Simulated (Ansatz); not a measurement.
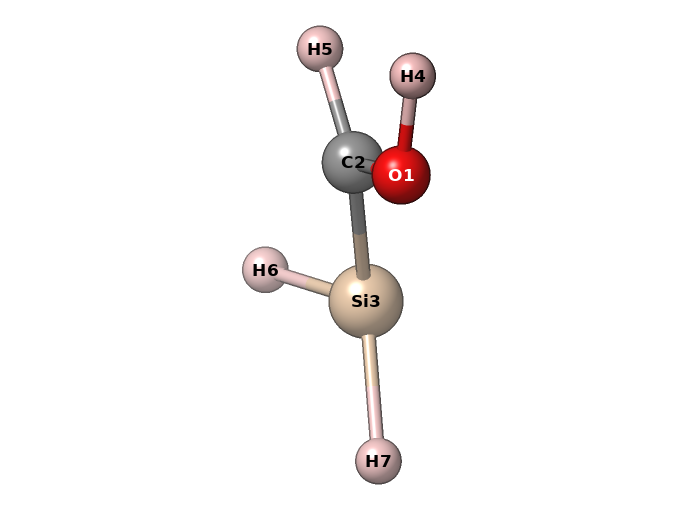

C2 lies behind O1. The molecule seen a little off the O1–C2 bond, O1 in front. Atoms fade into the background with distance from the viewer. Computed geometry: PBE-D4/def2-SVP optimisation. No frequency run is at hand to confirm it as a minimum.

Q: What is the torsion angle H4–O1–C2–Si3? The sign is positive where the front bond must turn clockwise to cover the back bond.

A: 161°, antiperiplanar (anti).
